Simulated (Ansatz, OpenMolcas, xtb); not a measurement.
A ladder of methods for SnH3O2 (SMILES [OH][SnH][OH])

SnH3O2: 6 atoms, total charge 0, spin state doublet. As SMILES, `[OH][SnH][OH]`. Geometry: relaxed at PBE0-D4/def2-TZVP. This is one conformer, not always the lowest.

Each level gives the electronic atomisation energy (eV). The values are calculated. Electronic energies at fixed atoms, without zero-point motion or spin-orbit coupling.

| level | kind | program | value (eV) | less CCSD(T)/def2-SVPD |
| --- | --- | --- | --- | --- |
| GFN0-xTB | semi-empirical | xtb | 24.08 | +6.52 |
| UHF/def2-SVPD (core potential) | Hartree–Fock | OpenMolcas | 11.53 | -6.03 |
| USVWN5/def2-SVPD (core potential) | LDA | Ansatz | 21.93 | +4.37 |
| U-revPBE/def2-SVPD (core potential) | GGA | Ansatz | 17.96 | +0.40 |
| U-r2SCAN/def2-SVPD (core potential) | meta-GGA | Ansatz | 18.48 | +0.92 |
| UBHLYP/def2-SVPD (core potential) | global hybrid | Ansatz | 17.15 | -0.41 |
| U-wB97M-V/def2-SVPD (core potential) | range-separated hybrid | Ansatz | 18.60 | +1.04 |
| RPA@PBE/def2-SVPD (core potential) | RPA | Ansatz | 16.72 | -0.84 |
| UCCSD(T)/def2-SVPD (core potential) | coupled cluster or CI | Ansatz | 17.56 | 0.00 |
| UCCSD/def2-SVPD (core potential) | coupled cluster or CI | Ansatz | 17.25 | -0.31 |

Differences are taken from UCCSD(T)/def2-SVPD (core potential) for orientation; it has basis-set and higher-order errors of its own. The values span 11.53 to 24.08 eV. The xTB rows lack spin polarisation, so open shells miss the exchange term that lowers them. In the correlated wave-function rows the outer d shell of Sn is correlated, in sets not made for it.

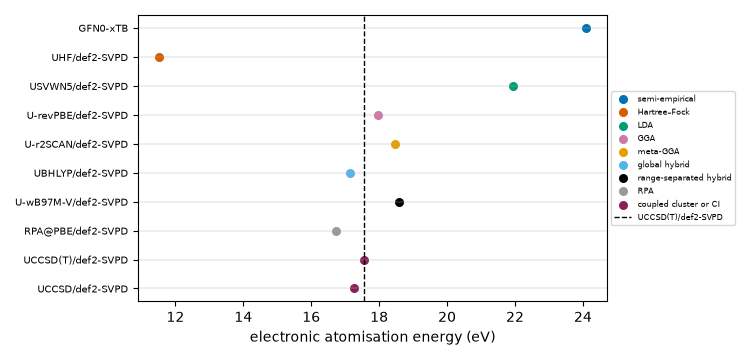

The values of the table, level by level.
